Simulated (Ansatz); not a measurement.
# Al₂H₆O₂ (SMILES [OH+]1[AlH2-][OH+][AlH2-]1): what the fields show

Input file:

```
crystal:
  periodic: [false, false, false]
  atoms:
    - {symbol: O, position_ang: [-1.053695, 0.527767, -0.283599]}
    - {symbol: Al, position_ang: [-0.621484, -0.663689, 1.073911]}
    - {symbol: O, position_ang: [1.053584, -0.527987, 0.283385]}
    - {symbol: Al, position_ang: [0.621477, 0.663832, -1.073841]}
    - {symbol: H, position_ang: [-1.861651, 0.460439, -0.792814]}
    - {symbol: H, position_ang: [-1.348257, -2.045670, 0.799408]}
    - {symbol: H, position_ang: [-0.568705, -0.001391, 2.513356]}
    - {symbol: H, position_ang: [1.861706, -0.461125, 0.792394]}
    - {symbol: H, position_ang: [1.348032, 2.045800, -0.798685]}
    - {symbol: H, position_ang: [0.569014, 0.002034, -2.513525]}
basis:
  gaussian: {orbitals: def2-TZVPP}
hamiltonian: {xc: pbe0, dispersion: d4}
output: {orbitals: {seedname: orbitals}}
```

Command:

```sh
ansatz run in.yaml --threads 4 --pin off --events-out ev --progress --plain --max-ram 10444MiB
```

Geometry: PBE0-D4/def2-TZVP.

All numbers below come from RKS PBE0-D4/def2-TZVPP (Ansatz).

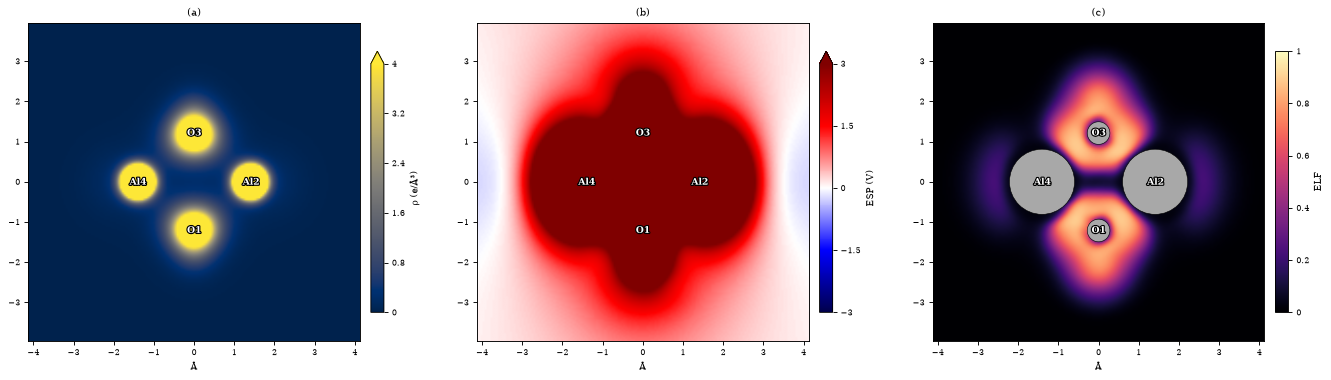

Figure 1. (a) electron density; (b) electrostatic potential; (c) electron localisation function on the plane of atoms Al2, O1 and Al4. Grey discs cover the atomic cores in the ELF map.

### What do the fields say about this system?

Atoms in the plane: O and Al.
Al–O (1.86 Å): ρ at the midpoint is about 0.62 e/Å³; the ELF peaks at about 0.90 in the valence shell of O, 0.7 Å from its nucleus, and is about 0.55 at the midpoint.
The potential has no marked negative region in this plane.

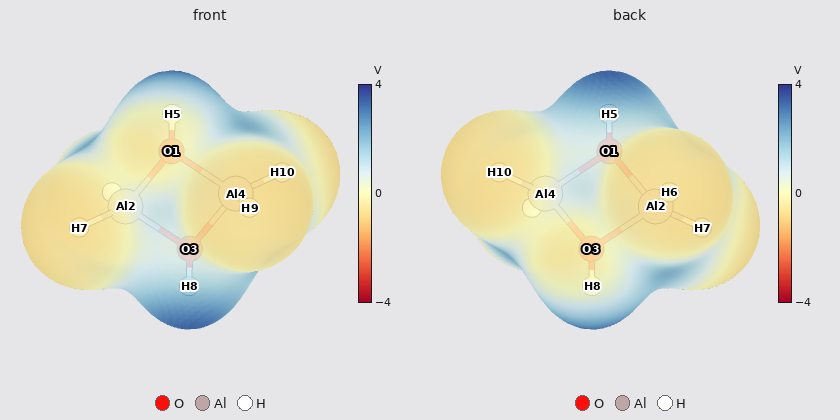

Figure 2. The electrostatic potential painted on the density surface at 0.002 e/bohr³, seen from the front and from behind; red is negative and blue positive.

### Describe the electrostatic potential map.

The most negative region (about −0.7 V, or −16 kcal/mol for a unit charge) lies over H6, H7, H9 and H10, the most positive (about +3.3 V, or +76 kcal/mol for a unit charge) over H5 and H8.

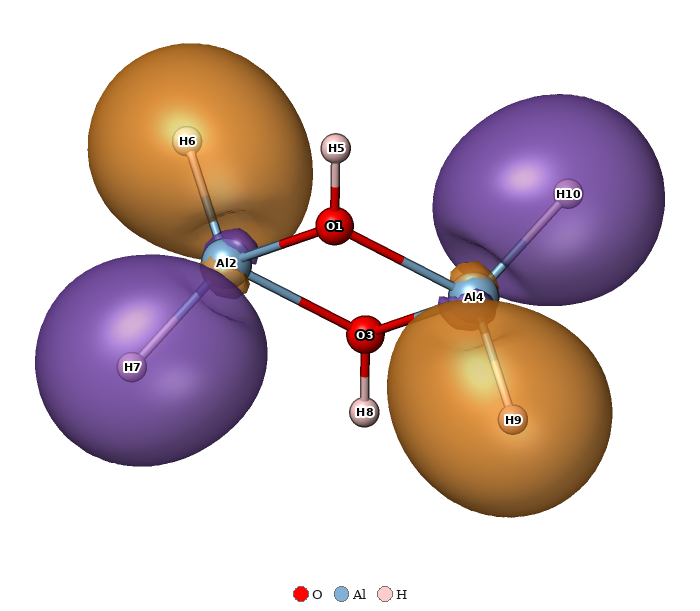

Figure 3. The HOMO−1 at ±0.08 Å⁻³ᐟ² (orange and purple are the two phases), seen at a tilt.

### What is the character of this orbital?

It lies mainly on Al2 (about 20 %), Al4 (about 20 %), H7 (about 15 %), H6 (about 15 %), H10 (about 15 %) and H9 (about 15 %); it is gerade (even under inversion). Its energy is −8.14 eV.
